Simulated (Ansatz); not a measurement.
## Ligand exchange: SiH2(CH3)Br + CH3I → SiH3(CH3) + CH2BrI

Species: SiH2(CH3)Br, singlet; CH3I (methyl iodide) `CI`, singlet; SiH3(CH3) (methylsilane), singlet; CH2BrI `BrCI`, singlet. The partners trade Br for H: Si–Br and C–H bonds give way to Si–H and C–Br.

Shapes, held fixed at every level: PBE0-D4/def2-TZVP. Programs: Ansatz 0.2.0. The zero-point and thermal change to 298 K, harmonic and unscaled (PBE0-D4/def2-TZVP), is -7.7 kJ/mol.

| level | kind | ΔH(298 K) (kJ/mol) | less CCSD(T)/def2-TZVPP | CPU time (sum over the molecules) |
| --- | --- | --- | --- | --- |
| PBE-D4/def2-TZVPP | GGA | +154.7 | -4.4 | 11 s |
| B3LYP-D4/def2-TZVPP | global hybrid | +158.7 | -0.4 | 18 s |
| PBE0-D4/def2-TZVPP | global hybrid | +163.8 | +4.7 | 12 s |
| wB97M-V/def2-TZVPP | range-separated hybrid | +165.3 | +6.2 | 42 s |
| wB97X-V/def2-TZVPP | range-separated hybrid | +162.8 | +3.7 | 39 s |
| CCSD/def2-SVP | coupled cluster or CI | +162.2 | +3.1 | – |
| CCSD(T)/def2-TZVPP | coupled cluster or CI | +159.1 | 0.0 | 2.3 min |

The highest level, CCSD(T)/def2-TZVPP, gives ΔH(298 K) = +159.1 kJ/mol; the levels span +154.7 to +165.3. The column of differences is taken from that level and isn't an error. No measured value is set beside it here. For atoms past krypton def2 sets carry core potentials with scalar relativity. Relativity is left out for Br. Outer-core shells of Br, I are correlated in most correlated rows, in sets that cover them unevenly. Times are processor times on shared x86 and Arm servers, and rough.

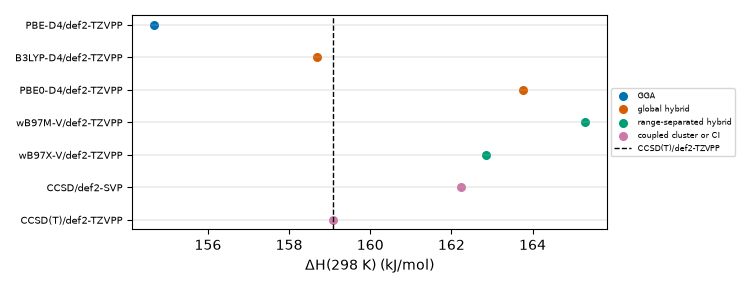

The values of the table, level by level.
